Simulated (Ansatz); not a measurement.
# PN (phosphorus nitride) at 6 levels

Aim: a comparison of 6 runs (UHF/STO-3G, HSE06/STO-3G, SVWN5/STO-3G, r2SCAN0/STO-3G, wB97X/STO-3G, CCSDT/STO-3G) of PN (phosphorus nitride). 

Program for the calculation: Ansatz 0.2.0.

46 further runs of the same task are left out: 12 that didn't finish, 34 set aside as unsound or not needed.

### 1 The molecule

PN: 2 atoms, total charge 0, spin state singlet. As SMILES, `N#P`. The P2–N1 distance was set to 1.864 Å, away from the relaxed value.

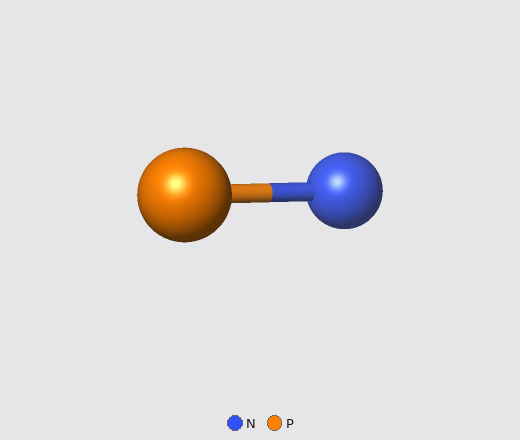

Viewed from a chosen angle; nitrogen blue, phosphorus orange.

### 2 A single-point energy at UHF/STO-3G (run 1)

molecule.yaml

```yaml
basis:
  gaussian:
    orbitals: STO-3G
crystal:
  periodic: [false, false, false]
  atoms:
    - {symbol: "N", position_ang: [0.000000, 0.000000, -0.372734]}
    - {symbol: P, position_ang: [0.000000, 0.000000, 1.490866]}
magnetization:
  spin_polarized: true
  initial_magnetization: 0
hamiltonian:
  xc: hf
accuracy: high
```

Run with:

```console
$ ansatz run molecule.yaml --threads 1 --pin off --max-ram 2610MiB --events-out events.jsonl --progress --plain --runs-dir runs
```

The program printed:

```text
Warning: RAYON_NUM_THREADS=1 ignored (pool sized by the plan → 1); use --threads N
Functional definition: HF
  name "HF"
  exchange = exact_x
  correlation = 0
224 factors; integrals over basis functions are off by at most 1.1e-8 eV
mean field evaluation 1: about -10614.8377 eV, gradient 3.7e1 eV
mean field evaluation 2: about -10614.8440 eV, gradient 3.7e1 eV
mean field evaluation 4: about -10623.3045 eV, gradient 1.1e1 eV
mean field evaluation 8: about -10624.0127 eV, gradient 1.9e-2 eV
mean field evaluation 16: about -10624.3819 eV, gradient 1.3e0 eV
mean field evaluation 32: about -10628.9463 eV, gradient 3.4e0 eV
mean field evaluation 64: about -10625.8090 eV, gradient 1.4e1 eV
mean field evaluation 96: about -10623.2401 eV, gradient 9.1e-1 eV
mean field evaluation 128: about -10624.1762 eV, gradient 6.0e-1 eV
mean field -10629.37187383 eV, -390.6222115162 hartree, gradient 2.3e-8 eV, S^2 1.900463; 5 other end points of the search recorded, 0 dependent functions left out
reference -10629.37187383 eV, -390.6222115162 hartree; 11, 11 occupied and 3, 3 virtual orbitals, 224 factors
Total energy: -10629.37187383 eV, -390.6222115162 hartree
```

Run time: 0.22 s. Hardware: 1 thread of Intel Xeon 6975P-C (Granite Rapids), shared host.

### 3 A single-point energy at HSE06/STO-3G (run 2)

job.yaml

```yaml
crystal:
  periodic: [false, false, false]
  atoms:
    - {symbol: N, position_ang: [0.000000, 0.000000, -0.372734]}
    - {symbol: P, position_ang: [0.000000, 0.000000, 1.490866]}
basis:
  gaussian: {orbitals: STO-3G}
total_charge: 0
magnetization: {spin_polarized: false, initial_magnetization: 0}
hamiltonian: {xc: {name: HSE06}}
accuracy: high
```

Run with:

```console
$ ansatz run job.yaml --threads 1 --pin off --max-ram 2610MiB --events-out events.jsonl --progress --plain --runs-dir runs
```

The program printed:

```text
Warning: RAYON_NUM_THREADS=1 ignored (pool sized by the plan → 1); use --threads N
Functional definition: HSE06
  name "HSE06"
  parameter a = 0.25
  parameter omega = 0.11/bohr
  exchange = pbe_x - a*pbe_x_sr(omega) + a*exact_x_sr(omega)
  correlation = pbe_c
224 factors; integrals over basis functions are off by at most 1.1e-8 eV
45 factors; integrals over basis functions are off by at most 1.0e-9 eV
mean field evaluation 1: about -10627.7125 eV, gradient 6.9e1 eV
mean field evaluation 2: about -10561.6569 eV, gradient 7.7e1 eV
mean field evaluation 4: about -10597.5015 eV, gradient 8.2e1 eV
mean field evaluation 8: about -10644.6435 eV, gradient 8.0e-5 eV
mean field -10644.64353648 eV, -391.1834347673 hartree, gradient 3.8e-9 eV, S^2 0.000000; 0 other end points of the search recorded, 0 dependent functions left out
reference -10644.64353757 eV, -391.1834348071 hartree; 11, 11 occupied and 3, 3 virtual orbitals, 224 factors
Total energy: -10644.64353757 eV, -391.1834348071 hartree
```

Run time: 0.42 s. Hardware: 1 thread of Intel Xeon 6975P-C (Granite Rapids), shared host.

Runs 3 to 5 aren't shown in full; the table further down has their settings and results.

### 4 The energy at CCSDT/STO-3G (run 6)

job.yaml

```yaml
basis:
  gaussian: {orbitals: STO-3G}
crystal:
  periodic: [false, false, false]
  atoms:
    - {symbol: N, position_ang: [0.000000, 0.000000, -0.372734]}
    - {symbol: P, position_ang: [0.000000, 0.000000, 1.490866]}
correlation: {method: ccsdt, frozen_orbitals: {"N": 1, P: 5}}
accuracy: high
scf: {omitted_lower_state_checks: [cluster_reference, increment]}
```

Run with:

```console
$ ansatz run job.yaml --threads 1 --pin off --max-ram 2610MiB --events-out events.jsonl --progress --plain --runs-dir runs
```

The program printed:

```text
Warning: RAYON_NUM_THREADS=1 ignored (pool sized by the plan → 1); use --threads N
[... 15 lines left out ...]
6 core orbitals not correlated: weight in the atoms' cores, before any rotation towards them, 1.000 or more for the frozen orbitals, at most 0.000 for the correlated occupied ones
[... 36 lines left out ...]
Total energy: -10631.48572057 eV, -390.6998939512 hartree
Checks for a lower state left out: cluster_reference, increment
```

Wall time 0.26 s (1 thread of Intel Xeon 6975P-C (Granite Rapids), shared host).

### 5 All runs side by side

```
run           level  frozen core orbitals  energy (Eh)  wall time
  1      UHF/STO-3G                     –  -390.622212     0.22 s
  2    HSE06/STO-3G                     –  -391.183435     0.42 s
  3    SVWN5/STO-3G                     –  -389.665766     0.22 s
  4  r2SCAN0/STO-3G                     –  -391.317056     0.79 s
  5    wB97X/STO-3G                     –  -391.336205      1.3 s
  6    CCSDT/STO-3G                     6  -390.699894     0.26 s
```

### 6 What came out

| quantity | value |
| --- | --- |
| run 6: total energy | -390.69989 Eh |
| run 6: correlation energy (6 core orbitals frozen) | -252.3 mEh |
| run 6: T1 diagnostic | 0.233 |

What this shows: Totals of different functionals can't be ranked against each other. In run 6 the log says that unrestricted orbitals would lower the reference, so the values rest on an unstable closed-shell determinant (other closed-shell runs at this shape may share the fault). In runs 1, 2, 3, 4, 5, 6 the basis is minimal, so the values are rough. Spin contamination of the reference: run 1 ⟨S²⟩ = 1.90. Where it is this large, the reference is a mixture of spin states, and values that rest on it are in doubt. All runs together took 3.2 s, the longest 1.3 s.
